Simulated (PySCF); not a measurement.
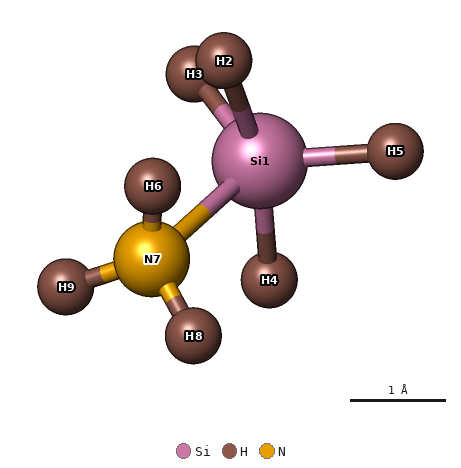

The input geometry (ball-and-stick view, seen at a tilt; atoms are numbered from 1 in the order of the input). Bond lengths as drawn: H–N 0.89 to 1.02 Å, H–Si 1.47 to 1.71 Å and N–Si 1.96 Å.

# Run report: SiNH7, geometry relaxation (part 1 of 3)

- system: SiNH7
- method: RKS PBE0-D4/def2-TZVP, density fitting (PySCF 2.14.0)

The geometry is a transition state displaced along its imaginary mode. The reaction was set up to form Si1–N7 and H2–H6 and to break Si1–H2 and H6–N7 (atoms counted from 1 in the order of the input); sticks are drawn by distance alone.

Input
```python
import json, numpy as np
from pyscf import gto, scf, dft, mp, cc
EV, BOHR = 27.211386245988, 0.529177210903
mol = gto.M(atom="""
Si 0.103167 -0.041960 0.859180
H 1.625316 0.046475 0.094985
H 0.474076 -1.365772 1.392138
H -1.441894 -0.106442 1.144978
H 0.390891 1.241168 1.528318
H 0.619504 0.077052 -1.109504
N -0.271453 0.047399 -1.061924
H -0.775904 0.877811 -1.380736
H -0.723804 -0.775732 -1.467436
""", basis="def2-tzvp", charge=0, spin=0, max_memory=8670, verbose=0)
def mean_field(mol, dm=None):
    mf = dft.RKS(mol, xc="pbe0").density_fit()
    mf.conv_tol = 1e-9; mf.grids.level = 4
    mf.kernel(dm0=dm)
    if not mf.converged: mf = mf.newton().run(mf.mo_coeff, mf.mo_occ)
    assert mf.converged
    return mf
def d4(mol):
    from pyscf.dispersion.dftd4 import DFTD4Dispersion
    real = gto.M(atom=[(mol.atom_pure_symbol(i), mol.atom_coord(i)) for i in range(9)], unit='B', charge=mol.charge, spin=None, basis='def2-svp', verbose=0)
    r = DFTD4Dispersion(real, xc="pbe0", atm=True).get_dispersion(grad=True); return r["energy"], r["gradient"]
def energy_and_gradient(mol, dm=None):
    mf = mean_field(mol, dm); e, g = d4(mol)
    return mf, (mf.e_tot + e) * EV, (mf.nuc_grad_method().kernel()[:9] + g) * EV / BOHR
out = {}
# rational-function steps on a BFGS-updated Hessian; the first Hessian (eV/A^2) comes from GFN2-xTB
H = np.load("h0.npy"); x = mol.atom_coords(unit="A").ravel(); dm = old = None; trust = 0.2; steps = []
for it in range(90):
    mol.set_geom_(x.reshape(-1, 3), unit="A"); mf, e, g = energy_and_gradient(mol, dm); g = g.ravel(); dm = mf.make_rdm1()
    print(f"relax step {it + 1}: E = {e:.6f} eV, largest force component {abs(g).max():.4f} eV/A", flush=True); steps.append([e, x.reshape(-1, 3).tolist(), (-g).reshape(-1, 3).tolist()])
    if abs(g).max() < 0.008: out['converged'] = True; break
    if old is not None:
        s, z = x - old[0], g - old[1]
        if s @ z > 1e-8: H = H + np.outer(z, z) / (s @ z) - np.outer(H @ s, H @ s) / (s @ H @ s)
        trust = max(0.03, trust / 2) if e > old[2] + 1e-4 else min(0.35, trust * 1.3)
    w, V = np.linalg.eigh(H); w = np.maximum(abs(w), 0.08); f = V.T @ g; M = np.diag(np.append(w, 0.0)); M[-1, :-1] = M[:-1, -1] = f
    dx = V @ (-f / (w - np.linalg.eigvalsh(M)[0])); big = np.linalg.norm(dx.reshape(-1, 3), axis=1).max(); dx *= min(1, trust / big)
    old = (x, g, e); x = x + dx
out.update(energy=e, forces=steps[-1][2], positions=steps[-1][1], steps=steps)
out['s2'] = mf.spin_square()[0]; out['nelec'] = mol.nelec
print(f"Total energy {out['energy']:.6f} eV, <S^2> {out['s2']:.4f}")
json.dump(out, open("out.json", "w"), default=float)
```

Hardware: 4 threads of Arm Neoverse V1, 23 GiB of memory available, shared host.

Launched with:
```bash
OMP_NUM_THREADS=4 python run.py
```

What the program printed
```
relax step 1: E = -9474.971866 eV, largest force component 9.1888 eV/A
relax step 2: E = -9475.739487 eV, largest force component 2.1755 eV/A
relax step 3: E = -9475.497540 eV, largest force component 3.1977 eV/A
relax step 4: E = -9476.008412 eV, largest force component 1.5201 eV/A
relax step 5: E = -9476.183087 eV, largest force component 2.3017 eV/A
relax step 6: E = -9476.441079 eV, largest force component 1.5114 eV/A
relax step 7: E = -9476.661125 eV, largest force component 1.7565 eV/A
relax step 8: E = -9476.755803 eV, largest force component 0.8501 eV/A
relax step 9: E = -9476.797898 eV, largest force component 2.0655 eV/A
relax step 10: E = -9476.857369 eV, largest force component 0.8269 eV/A
relax step 11: E = -9476.902194 eV, largest force component 1.1023 eV/A
relax step 12: E = -9476.940944 eV, largest force component 0.5088 eV/A
relax step 13: E = -9476.950825 eV, largest force component 0.1361 eV/A
relax step 14: E = -9476.947292 eV, largest force component 0.3701 eV/A
relax step 15: E = -9476.958649 eV, largest force component 0.2808 eV/A
relax step 16: E = -9476.954043 eV, largest force component 0.6913 eV/A
relax step 17: E = -9476.963818 eV, largest force component 0.0642 eV/A
relax step 18: E = -9476.965204 eV, largest force component 0.0492 eV/A
relax step 19: E = -9476.966409 eV, largest force component 0.0233 eV/A
relax step 20: E = -9476.967017 eV, largest force component 0.0323 eV/A
relax step 21: E = -9476.967761 eV, largest force component 0.0452 eV/A
relax step 22: E = -9476.969232 eV, largest force component 0.1024 eV/A
relax step 23: E = -9476.971652 eV, largest force component 0.1665 eV/A
relax step 24: E = -9476.975201 eV, largest force component 0.1566 eV/A
relax step 25: E = -9476.981071 eV, largest force component 0.1654 eV/A
relax step 26: E = -9476.985757 eV, largest force component 0.3309 eV/A
relax step 27: E = -9476.984302 eV, largest force component 0.5185 eV/A
relax step 28: E = -9476.998710 eV, largest force component 0.3482 eV/A
relax step 29: E = -9477.004645 eV, largest force component 0.3026 eV/A
relax step 30: E = -9477.019465 eV, largest force component 0.1902 eV/A
relax step 31: E = -9477.006733 eV, largest force component 0.5538 eV/A
relax step 32: E = -9477.030273 eV, largest force component 0.2090 eV/A
relax step 33: E = -9477.013335 eV, largest force component 0.7514 eV/A
relax step 34: E = -9477.031955 eV, largest force component 0.1851 eV/A
relax step 35: E = -9477.024025 eV, largest force component 0.4126 eV/A
relax step 36: E = -9477.035911 eV, largest force component 0.1094 eV/A
relax step 37: E = -9477.037109 eV, largest force component 0.0956 eV/A
relax step 38: E = -9477.037756 eV, largest force component 0.1478 eV/A
relax step 39: E = -9477.040614 eV, largest force component 0.1359 eV/A
relax step 40: E = -9477.040490 eV, largest force component 0.2691 eV/A
relax step 41: E = -9477.046663 eV, largest force component 0.2624 eV/A
relax step 42: E = -9477.047676 eV, largest force component 0.1159 eV/A
relax step 43: E = -9477.050333 eV, largest force component 0.1846 eV/A
relax step 44: E = -9477.052232 eV, largest force component 0.2429 eV/A
relax step 45: E = -9477.054146 eV, largest force component 0.1050 eV/A
relax step 46: E = -9477.056690 eV, largest force component 0.2254 eV/A
relax step 47: E = -9477.058587 eV, largest force component 0.0834 eV/A
relax step 48: E = -9477.060705 eV, largest force component 0.0642 eV/A
relax step 49: E = -9477.062679 eV, largest force component 0.1326 eV/A
relax step 50: E = -9477.062421 eV, largest force component 0.1549 eV/A
relax step 51: E = -9477.063661 eV, largest force component 0.0518 eV/A
relax step 52: E = -9477.063828 eV, largest force component 0.0723 eV/A
relax step 53: E = -9477.063958 eV, largest force component 0.0422 eV/A
relax step 54: E = -9477.064080 eV, largest force component 0.0230 eV/A
relax step 55: E = -9477.064130 eV, largest force component 0.0291 eV/A
relax step 56: E = -9477.064181 eV, largest force component 0.0377 eV/A
relax step 57: E = -9477.064245 eV, largest force component 0.0256 eV/A
relax step 58: E = -9477.064354 eV, largest force component 0.0237 eV/A
relax step 59: E = -9477.064502 eV, largest force component 0.0346 eV/A
relax step 60: E = -9477.064690 eV, largest force component 0.0342 eV/A
relax step 61: E = -9477.064861 eV, largest force component 0.0259 eV/A
relax step 62: E = -9477.064966 eV, largest force component 0.0146 eV/A
relax step 63: E = -9477.064990 eV, largest force component 0.0160 eV/A
relax step 64: E = -9477.064998 eV, largest force component 0.0099 eV/A
relax step 65: E = -9477.065008 eV, largest force component 0.0066 eV/A
```

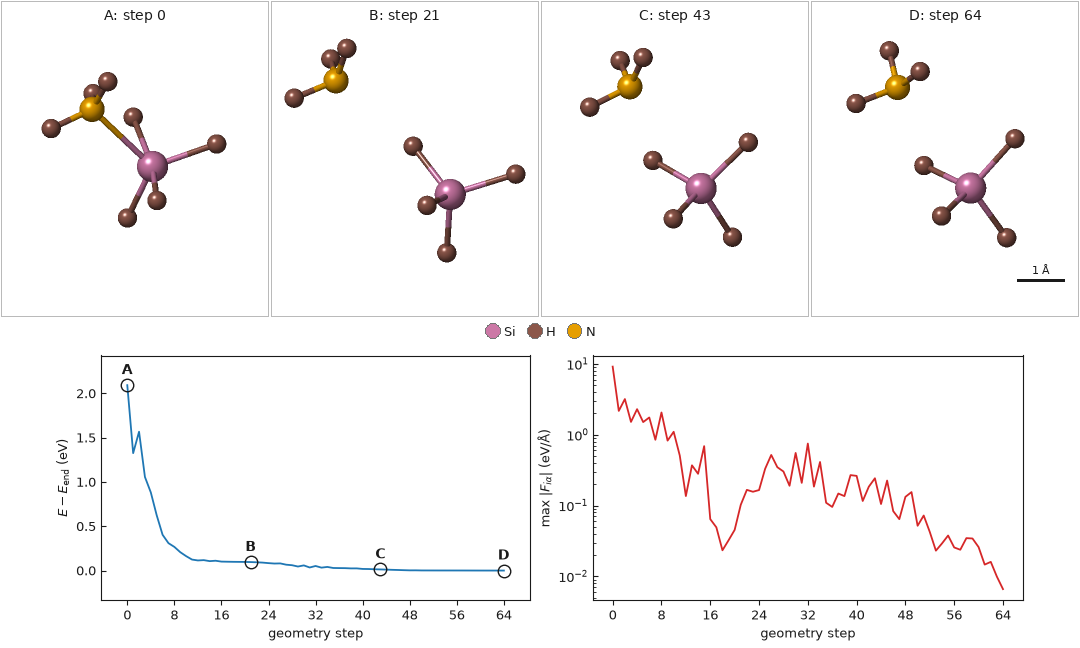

Frames of the relaxation (ball-and-stick view, seen at a tilt) above the curves, on which the letters mark them (the first geometry is step 0 here and step 1 in the log).

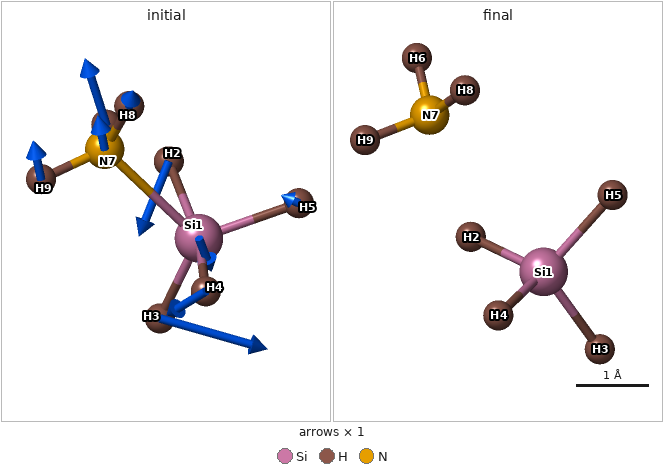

Before (left) and after (right) the relaxation, at one scale (ball-and-stick view, seen at a tilt). The blue arrows give the displacements, at true length. H3 moves most after the best rigid fit: 1.58 Å. By element the largest moves are H 1.58 Å, Si 0.63 Å, N 0.54 Å. Among the contacts that change: Si1–N7 1.959 → 3.031 Å, Si1–H2 1.706 → 1.483 Å, H6–N7 0.893 → 1.013 Å, Si1–H4 1.573 → 1.483 Å. Bonds break: Si1–N7 (1.96 → 3.03 Å). Among the angles that change: H2–Si1–H4 163.8° → 111.6°, H2–Si1–H5 89.1° → 111.6°, H2–Si1–H3 89.1° → 107.3°. After 64 geometry steps the energy has fallen by 2.093 eV. The largest force component goes from 9.2 to 0.0066 eV/Å. (Atoms are counted from 1 in the order of the input.)

```
Total energy -9477.065008 eV, <S^2> 0.0000
```

Trajectory as extended XYZ (Å, eV, eV/Å), 52 of the 65 frames kept, from step=1 to step=65
```
9
Properties=species:S:1:pos:R:3:forces:R:3 step=1 energy=-9474.97187
Si    0.1032   -0.0420    0.8592    0.2792   0.0119   0.2542
H     1.6253    0.0465    0.0950   -0.4923  -0.0453   0.5539
H     0.4741   -1.3658    1.3921   -0.0194  -0.2524   0.4080
H    -1.4419   -0.1064    1.1450    0.4789   0.0308  -0.2881
H     0.3909    1.2412    1.5283   -0.0375   0.1911   0.4237
H     0.6195    0.0771   -1.1095    8.2493   0.3580  -1.8852
N    -0.2715    0.0474   -1.0619   -9.1888  -0.3147   0.1850
H    -0.7759    0.8778   -1.3807    0.3711  -0.2083   0.1591
H    -0.7238   -0.7757   -1.4674    0.3595   0.2289   0.1894
9
Properties=species:S:1:pos:R:3:forces:R:3 step=2 energy=-9475.73949
Si    0.1833   -0.0419    0.9073   -1.1403  -0.1032   1.3606
H     1.4566    0.0362    0.1854    1.1638   0.0594  -0.4285
H     0.5137   -1.3602    1.5621   -0.0451   0.1283   0.2223
H    -1.3442   -0.1009    1.0999    0.2599   0.0156  -0.1378
H     0.4312    1.2202    1.6961   -0.0376  -0.1579   0.2044
H     0.6215    0.0886   -1.3092    2.0294   0.1159  -1.1139
N    -0.3292    0.0476   -1.1140   -2.1755  -0.0287  -0.5036
H    -0.7922    0.8848   -1.4702   -0.0230  -0.2353   0.1892
H    -0.7408   -0.7745   -1.5575   -0.0317   0.2059   0.2072
9
Properties=species:S:1:pos:R:3:forces:R:3 step=4 energy=-9476.00841
Si    0.1880   -0.0467    0.9966    1.3073   0.0170   0.3110
H     1.5437    0.0428    0.1093   -0.9434  -0.0764   0.8502
H     0.5511   -1.2906    1.7850   -0.1307   0.1846  -0.1758
H    -1.3144   -0.0980    1.0350    0.1044   0.0028  -0.0206
H     0.4718    1.1303    1.9090   -0.1170  -0.1644  -0.1895
H     0.6297    0.0989   -1.5057   -1.4506  -0.0309  -0.0702
N    -0.3762    0.0532   -1.2257    1.5201   0.0522  -0.3020
H    -0.8738    0.8819   -1.5079   -0.1461   0.1748  -0.1959
H    -0.8200   -0.7716   -1.5956   -0.1442  -0.1596  -0.2073
9
Properties=species:S:1:pos:R:3:forces:R:3 step=5 energy=-9476.18309
Si    0.2859   -0.0468    1.0512   -1.7010  -0.1742   2.3017
H     1.4143    0.0325    0.2174    1.3656   0.0992  -1.1104
H     0.5852   -1.2977    1.8425    0.0597   0.1389  -0.0285
H    -1.2247   -0.0969    1.0559    0.3460   0.0199  -0.1940
H     0.5055    1.1338    1.9669    0.0676  -0.1308  -0.0449
H     0.5768    0.1026   -1.5809   -0.0375   0.0252  -0.5201
N    -0.3886    0.0567   -1.3002   -0.3918   0.0011  -0.2631
H    -0.9037    0.8829   -1.5832    0.1467  -0.0773  -0.0758
H    -0.8507   -0.7668   -1.6697    0.1447   0.0979  -0.0649
9
Properties=species:S:1:pos:R:3:forces:R:3 step=6 energy=-9476.44108
Si    0.2971   -0.0529    1.1532   -0.3717  -0.1058   1.5114
H     1.4010    0.0296    0.1903    0.1884   0.0084  -0.1339
H     0.6173   -1.2678    1.9896   -0.0123   0.0900  -0.1986
H    -1.1975   -0.0956    1.0179    0.4123   0.0129  -0.0725
H     0.5398    1.0915    2.1048   -0.0041  -0.0530  -0.1979
H     0.5509    0.1057   -1.6406    0.2180   0.0349  -0.5116
N    -0.4165    0.0624   -1.3926   -0.6084  -0.0158  -0.0288
H    -0.9224    0.8913   -1.6684    0.0892  -0.0156  -0.1876
H    -0.8699   -0.7639   -1.7543    0.0886   0.0439  -0.1806
9
Properties=species:S:1:pos:R:3:forces:R:3 step=7 energy=-9476.66113
Si    0.3713   -0.0667    1.4287    0.4622   0.1069  -1.7565
H     1.3648    0.0229    0.2114   -0.7905  -0.0820   1.1851
H     0.6709   -1.3124    2.1141    0.2353  -0.4534   0.5247
H    -1.0658   -0.0982    1.0699    0.0933   0.0025   0.0145
H     0.5904    1.1249    2.2326    0.2017   0.3992   0.5467
H     0.4753    0.1123   -1.7720    0.4250   0.0436  -0.3533
N    -0.4965    0.0725   -1.5622   -0.2394  -0.0584   0.5944
H    -0.9821    0.9046   -1.8193   -0.1994   0.2748  -0.3714
H    -0.9283   -0.7596   -1.9031   -0.1883  -0.2333  -0.3841
9
Properties=species:S:1:pos:R:3:forces:R:3 step=9 energy=-9476.79790
Si    0.3303   -0.0739    1.4733    1.5517  -0.0223   2.0655
H     1.3281    0.0116    0.4240    0.2977   0.0327  -0.4886
H     0.6624   -1.3017    2.3183   -0.1981   0.3638  -0.4110
H    -1.0228   -0.1020    1.0908   -1.4136  -0.0256  -0.4757
H     0.5816    1.0865    2.4375   -0.1828  -0.3616  -0.4718
H     0.4859    0.1274   -1.9306   -0.0698  -0.0177  -0.1329
N    -0.4917    0.0802   -1.6765   -0.2304   0.0537  -0.0206
H    -0.9629    0.9080   -2.0279    0.1238  -0.1725  -0.0291
H    -0.9110   -0.7359   -2.1088    0.1215   0.1494  -0.0358
9
Properties=species:S:1:pos:R:3:forces:R:3 step=10 energy=-9476.85737
Si    0.3076   -0.0811    1.5756   -0.8269   0.0328  -0.3573
H     1.3762    0.0048    0.5676    0.0288   0.0152  -0.2900
H     0.5495   -1.3578    2.2869    0.0007   0.0297   0.3233
H    -1.1218   -0.1073    1.0350    0.8220   0.0182   0.2583
H     0.4612    1.1381    2.4091   -0.0053  -0.1105   0.2773
H     0.5532    0.1306   -1.9268   -0.2573  -0.0123   0.0657
N    -0.4352    0.0853   -1.6791   -0.0048   0.0485  -0.5807
H    -0.8729    0.9098   -2.0944    0.1337  -0.2752   0.1421
H    -0.8180   -0.7222   -2.1737    0.1091   0.2536   0.1613
```
